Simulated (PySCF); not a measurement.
# H3S+ (sulfonium) at B3LYP/SBKJC (core potential)

What is the vertical singlet–triplet gap of H3S+ (sulfonium) at B3LYP/SBKJC (core potential)? 

The calculation is run with PySCF 2.14.0.

6 further runs of the same task are left out: 1 that didn't finish, 5 set aside as unsound or not needed.

**1. Starting point**

The species is H3S+ (4 atoms), meant as a singlet with charge +1. SMILES: `[SH3+]`. The coordinates come from a GFN2-xTB relaxation.

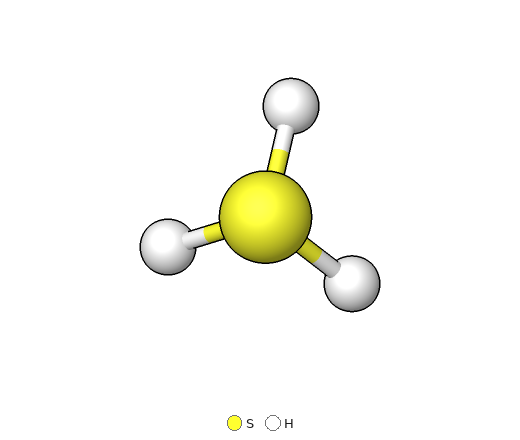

Viewed from a chosen angle; sulfur yellow, hydrogen white.

**2. The energy at B3LYP/SBKJC (core potential)**

Input file calc.py:

```python
from pyscf import gto, dft

mol = gto.Mole()
mol.atom = '''
S      0.569979    -0.190692    -0.842723
H      1.602526     0.530862     1.387720
H     -0.933808    -1.961403     0.236272
H     -1.238715     1.621234    -0.781288
'''
mol.charge = 1
mol.basis = 'sbkjc'
mol.verbose = 3
mol.unit = 'bohr'
mol.ecp = {'S': 'sbkjc'}
mol.max_memory = 1860
mol.build()

ks = dft.RKS(mol, xc='b3lyp')
ks.conv_tol = 1e-10
ks.grids.level = 5
ks.kernel()
if not ks.converged:
    ks = ks.newton().run(ks.mo_coeff, ks.mo_occ)

e_tot = ks.e_tot
print(f'total energy: {e_tot:.8f} hartree')
```

Started as:

```console
$ OMP_NUM_THREADS=1 python calc.py
```

What it wrote:

```text
converged SCF energy = -11.561535226046
total energy: -11.56153523 hartree
```

Run time: 1.2 s. Hardware: 1 thread of Arm Neoverse V2, shared host; peak memory 0.16 GiB.

**3. The triplet, same level**

Input file job.py:

```python
from pyscf import gto, dft

system = gto.M(
    atom='''
S      0.301620    -0.100910    -0.445950
H      0.848020     0.280920     0.734350
H     -0.494150    -1.037930     0.125030
H     -0.655500     0.857920    -0.413440
''',
    basis='sbkjc',
    ecp={'S': 'sbkjc'},
    spin=2,
    charge=1,
    verbose=3,
    max_memory=1860,
)

ks = dft.UKS(system)
ks.xc = 'b3lyp'
ks.grids.level = 5
ks.conv_tol = 1e-10
ks.kernel()
if not ks.converged:
    ks = ks.newton().run(ks.mo_coeff, ks.mo_occ)

e_tot = ks.e_tot
print('E = %.10f Eh' % e_tot)
```

Started as:

```console
$ OMP_NUM_THREADS=1 python job.py
```

What it wrote:

```text
WARN: HOMO 0.0868940271788161 >= LUMO -0.23511526343147

WARN: HOMO -0.415513804178386 >= LUMO -0.781363636132242

WARN: HOMO -0.345094383279307 >= LUMO -0.59653877277678

WARN: HOMO -0.342086819037832 >= LUMO -0.590677611603996

WARN: HOMO -0.34193475823178 >= LUMO -0.58874470119236

WARN: HOMO -0.342297245791091 >= LUMO -0.588704302529033

WARN: HOMO -0.342384915095365 >= LUMO -0.588711229728825

WARN: HOMO -0.342366011795404 >= LUMO -0.588708915329501

WARN: HOMO -0.342377070646208 >= LUMO -0.588705734521955

WARN: HOMO -0.342375267041452 >= LUMO -0.588706136917301

WARN: HOMO -0.342374888688282 >= LUMO -0.588705781005179

WARN: HOMO -0.34237501471838 >= LUMO -0.588705987575228

WARN: HOMO -0.342374997822588 >= LUMO -0.58870596279083

WARN: HOMO -0.342374938660587 >= LUMO -0.58870594412207

converged SCF energy = -11.2351197667418  <S^2> = 2.0028297  2S+1 = 3.0018859
E = -11.2351197667 Eh
```

Run time: 2.5 s. Hardware: 1 thread of Arm Neoverse V2, shared host; peak memory 0.17 GiB.

**4. Outcome**

At B3LYP/SBKJC (core potential):

```
                                        quantity         value
                           singlet: total energy  -11.56154 Eh
                            singlet: HOMO energy     -17.70 eV
                            singlet: LUMO energy      -6.72 eV
                          singlet: HOMO–LUMO gap      10.98 eV
                           triplet: total energy  -11.23512 Eh
     triplet: HOMO energy (highest over α and β)      -9.32 eV
                                   triplet: ⟨S²⟩         2.003
vertical energy of the triplet above the singlet      8.882 eV
```

**Reading.** At this shape the triplet lies 8.88 eV (857 kJ/mol) above the singlet. Mulliken charges (triplet) run from +0.08 on H3 to +0.54 on S1.
